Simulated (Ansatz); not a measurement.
**r2SCAN0/6-31G(d) (spherical functions) run of CH3BFNO (SMILES NC1(F)BO1)**

What is the energy change on altering one bond length of CH3BFNO at r2SCAN0/6-31G* (spherical functions)? 

The results are computed with Ansatz 0.2.0.

151 further runs of the same task are left out: 151 set aside as unsound or not needed.

### Step 1. The system as given

CH3BFNO has 8 atoms, charge 0, and is taken as a singlet. SMILES: `NC1(F)BO1`. The shape is that of a PBE0-D4/def2-TZVP optimisation. This is one conformer, not always the lowest.

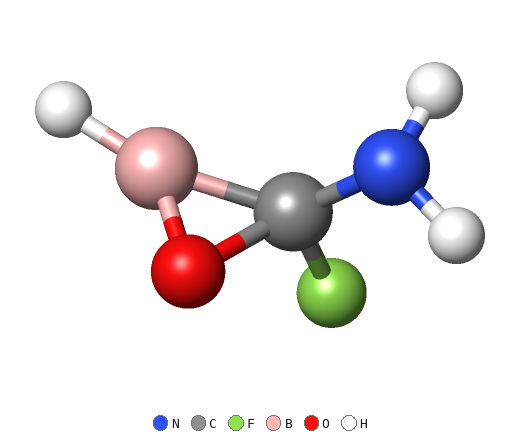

The structure, seen from a chosen angle (nitrogen blue, carbon grey, fluorine green, boron pink, oxygen red, hydrogen white).

### Step 2. A single-point energy at r2SCAN0/6-31G(d) (spherical functions)

Contents of job.yaml:

```yaml
crystal:
  periodic: [false, false, false]
  atoms:
    - {symbol: "N", position_ang: [-0.431000, 1.148400, 0.184600]}
    - {symbol: C, position_ang: [0.054100, -0.061200, -0.289600]}
    - {symbol: F, position_ang: [0.122100, -0.132700, -1.658300]}
    - {symbol: B, position_ang: [0.337600, -1.307200, 0.515100]}
    - {symbol: O, position_ang: [1.346900, -0.473000, 0.255300]}
    - {symbol: H, position_ang: [-1.439500, 1.170100, 0.211400]}
    - {symbol: H, position_ang: [-0.075300, 1.941600, -0.336200]}
    - {symbol: H, position_ang: [0.177200, -2.343100, 1.061900]}
basis:
  gaussian:
    orbitals: 6-31G_st_-spherical.json
total_charge: 0
magnetization:
  spin_polarized: false
hamiltonian:
  xc: {name: r2SCAN0}
accuracy: high
output: {orbitals: {seedname: orbitals}}
```

The basis set 6-31G* is read from a file made from the Basis Set Exchange's data (not shown).

The run is started by

```
$ ansatz run job.yaml --threads 1 --pin off --max-ram 3480MiB --events-out events.jsonl --progress --plain --runs-dir runs
```

Output:

```text
Warning: RAYON_NUM_THREADS=1 ignored (pool sized by the plan → 1); use --threads N
Functional definition: r2SCAN0
  name "r2SCAN0"
  parameter a = 0.25
  parameter k0 = 0.174
  parameter k1 = 0.065
  parameter a1 = 4.9479
  exchange = (1 - a)*r2scan_x(k0 = k0, k1 = k1, a1 = a1) + a*exact_x
  correlation = r2scan_c
1806 factors; integrals over basis functions are off by at most 3.0e-9 eV
mean field evaluation 1: about -8005.5359 eV, gradient 4.9e1 eV
mean field evaluation 2: about -8002.0285 eV, gradient 6.5e1 eV
mean field evaluation 4: about -8009.8933 eV, gradient 2.3e0 eV
mean field evaluation 8: about -8010.1816 eV, gradient 3.6e-1 eV
mean field evaluation 16: about -8010.1819 eV, gradient 4.5e-5 eV
mean field -8010.18187223 eV, -294.3687543082 hartree, gradient 2.3e-8 eV, S^2 0.000000; 0 other end points of the search recorded, 0 dependent functions left out
reference -8010.18187258 eV, -294.3687543210 hartree; 19, 19 occupied and 57, 57 virtual orbitals, 1806 factors
Total energy: -8010.18187258 eV, -294.3687543210 hartree
```

Wall time 13 s (1 thread of Arm Neoverse V2, shared host); peak memory 0.28 GiB.

### Step 3. The distorted shape at the same level

Contents of in.yaml:

```yaml
crystal:
  periodic: [false, false, false]
  atoms:
    - {symbol: N, position_ang: [-0.503778, 1.329872, 0.255742]}
    - {symbol: C, position_ang: [0.054100, -0.061200, -0.289600]}
    - {symbol: F, position_ang: [0.122100, -0.132700, -1.658300]}
    - {symbol: B, position_ang: [0.337600, -1.307200, 0.515100]}
    - {symbol: O, position_ang: [1.346900, -0.473000, 0.255300]}
    - {symbol: H, position_ang: [-1.512278, 1.351572, 0.282542]}
    - {symbol: H, position_ang: [-0.148078, 2.123072, -0.265058]}
    - {symbol: H, position_ang: [0.177200, -2.343100, 1.061900]}
basis:
  gaussian:
    orbitals: 6-31G_st_-spherical.json
accuracy: high
hamiltonian:
  xc: {name: r2SCAN0}
output: {orbitals: {seedname: orbitals}}
```

The basis set 6-31G* is read from a file made from the Basis Set Exchange's data (not shown).

The run is started by

```
$ ansatz run in.yaml --threads 1 --pin off --max-ram 3480MiB --events-out events.jsonl --progress --plain --runs-dir runs
```

Output, shortened:

```text
Warning: RAYON_NUM_THREADS=1 ignored (pool sized by the plan → 1); use --threads N
[... 8 set-up lines as earlier in the session ...]
1793 factors; integrals over basis functions are off by at most 3.2e-9 eV
mean field evaluation 1: about -8004.7433 eV, gradient 5.0e1 eV
mean field evaluation 2: about -8000.0814 eV, gradient 7.0e1 eV
mean field evaluation 4: about -8009.2655 eV, gradient 2.9e0 eV
mean field evaluation 8: about -8009.5493 eV, gradient 4.1e-1 eV
mean field evaluation 16: about -8009.5497 eV, gradient 4.0e-5 eV
mean field -8009.54968039 eV, -294.3455216867 hartree, gradient 3.7e-8 eV, S^2 0.000000; 0 other end points of the search recorded, 0 dependent functions left out
reference -8009.54968075 eV, -294.3455216997 hartree; 19, 19 occupied and 57, 57 virtual orbitals, 1793 factors
Total energy: -8009.54968075 eV, -294.3455216997 hartree
```

It took 13 s on 1 thread of Arm Neoverse V2, shared host; peak memory 0.28 GiB.

### Step 4. What came out

At r2SCAN0/6-31G* (spherical functions):

| quantity | value |
| --- | --- |
| first shape: total energy | -294.36875 Eh |
| first shape: HOMO energy | -8.02 eV |
| first shape: LUMO energy | -0.06 eV |
| first shape: HOMO–LUMO gap | 7.96 eV |
| distorted shape: total energy | -294.34552 Eh |
| distorted shape: HOMO energy | -7.78 eV |
| distorted shape: LUMO energy | -0.26 eV |
| distorted shape: HOMO–LUMO gap | 7.52 eV |
| energy change with the N1–C2 bond stretched from 1.387 to 1.595 Å | 0.632 eV |

With the N1–C2 bond stretched from 1.387 to 1.595 Å the energy rises by 0.63 eV (61.0 kJ/mol). The first shape isn't relaxed at this level, so the change isn't measured from a minimum.
